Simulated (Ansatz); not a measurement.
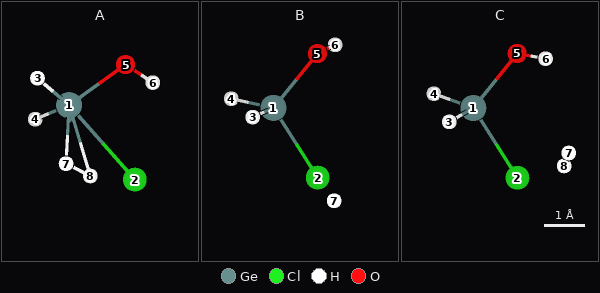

3 geometries from a converged minimum-energy path of GeH5OCl, made up at the start of GeH3OCl and H2, shuffled. Style: ball-and-stick. Shown at a tilt.

Level of theory: RKS r2SCANh-D4/def2-SVP in Ansatz. Run with 9 movable images; climbing image; force threshold 0.03 eV/Å; iteration limit 60; starting path through a guess of the saddle point.

Question: Which frame is the transition state?

Answer: A. In order along the path, whose images run from 0 to 10: C (image 1, +0.01 eV), B (image 3, +0.02 eV), A (image 6, +1.96 eV). Breaking: Ge1–Cl2 (2.17 → 2.64 at the top → 3.70 Å), H7–H8 (0.76 → 0.88 at the top → 2.99 Å). Forming: Cl2–H8 (3.02 → 1.80 at the top → 1.32 Å), Ge1–H7 (3.96 → 1.85 at the top → 1.52 Å).

Limits of the set-up: the start holds two separate molecules, 2.3 Å apart at their closest, whose relative position is a soft coordinate.

Cost: 4.4 min on 2 threads of AMD EPYC 9R45 96-Core Processor (Zen 5), on a shared host, peak memory 0.23 GiB.
